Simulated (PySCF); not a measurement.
```yaml
atoms:
  - { symbol: C, position_ang: [0.5045, 2.3415, 0.7954] }
  - { symbol: C, position_ang: [-0.3386, 1.7323, 0.1829] }
  - { symbol: C, position_ang: [-1.1973, 0.8801, -0.5973] }
  - { symbol: C, position_ang: [-1.1088, -0.5917, -0.1209] }
  - { symbol: C, position_ang: [-1.6113, -1.4782, -1.2610] }
  - { symbol: C, position_ang: [-2.0021, -0.7763, 1.1086] }
  - { symbol: C, position_ang: [0.3607, -0.9346, 0.2032] }
  - { symbol: Al, position_ang: [1.7112, 0.3963, -0.4848] }
  - { symbol: C, position_ang: [3.4514, 0.6699, 0.4419] }
  - { symbol: H, position_ang: [1.0558, 3.0054, 1.3977] }
  - { symbol: H, position_ang: [-2.2268, 1.2433, -0.5622] }
  - { symbol: H, position_ang: [-0.8407, 0.9260, -1.6333] }
  - { symbol: H, position_ang: [-1.6584, -2.5173, -0.9417] }
  - { symbol: H, position_ang: [-0.9323, -1.4116, -2.1097] }
  - { symbol: H, position_ang: [-2.6068, -1.1750, -1.5833] }
  - { symbol: H, position_ang: [-1.7136, -0.0800, 1.8949] }
  - { symbol: H, position_ang: [-1.9095, -1.7893, 1.4953] }
  - { symbol: H, position_ang: [-3.0491, -0.6016, 0.8613] }
  - { symbol: H, position_ang: [0.5243, -1.9984, -0.0092] }
  - { symbol: H, position_ang: [0.4954, -0.8621, 1.2984] }
  - { symbol: H, position_ang: [1.5735, 0.9204, -1.9445] }
  - { symbol: H, position_ang: [4.2661, 0.4549, -0.2598] }
  - { symbol: H, position_ang: [3.6481, 1.6780, 0.8217] }
  - { symbol: H, position_ang: [3.5929, -0.0123, 1.2886] }
```

Geometry: GFN2-xTB.

The calculation used PBE0/pcSseg-1, SCF density, gas phase, non-relativistic (PySCF 2.14.0).

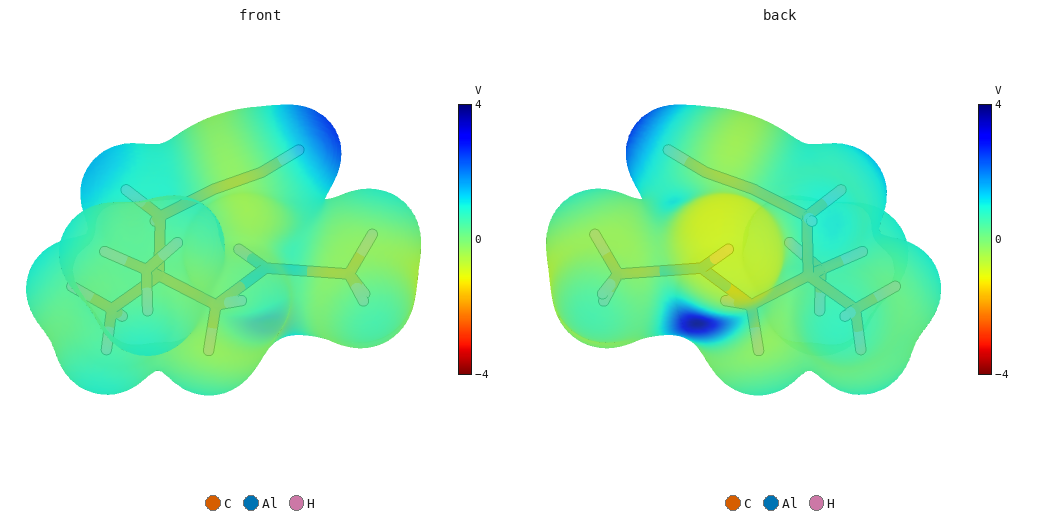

C₈H₁₅Al (SMILES C#CCC(C)(C)[CH2][AlH][CH3]). The electrostatic potential painted on the density surface at 0.004 e/bohr³, seen from the front and from behind; red is negative and blue positive.

Where is the surface potential most negative and most positive?

Answer. The most negative region (about −1.0 V) lies over H21, the most positive (about +3.0 V) over Al8.

How polar is the molecule by this calculation?

Answer. Its dipole moment is 1.87 D.
